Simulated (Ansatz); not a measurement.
# A computed series for InSb: pressure series

The parent structure is InSb in the zinc blende structure (space group F-43m, No. 216; a = 6.635 Å).

Cell and atoms are relaxed at each pressure.

Level of theory: PBE (Ansatz, a first-principles code, PAW, spin-orbit coupling left out).

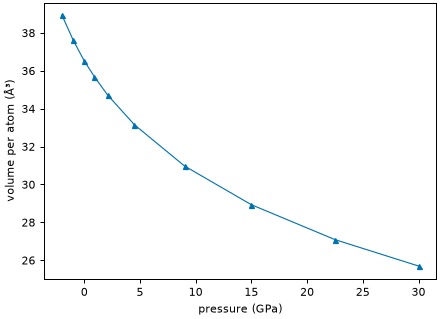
*Volume per atom against pressure*

**Question.** From the plot, what is the volume per atom for pressure −1 GPa?

**Answer.** About 38 Å³.

**Question.** Is the trend monotonic over the range shown?

**Answer.** Yes, it falls throughout, spanning 25.69 Å³ to 38.92 Å³.

Load acts through the strain it causes; cell and atoms are relaxed under it. Stability against distortions was not tested. Tetrahedral semiconductors of this kind turn to denser phases somewhere between about 1 and 50 GPa; those were not computed, so compressed cells here can lie past the real transition. All final runs are without spin polarisation.
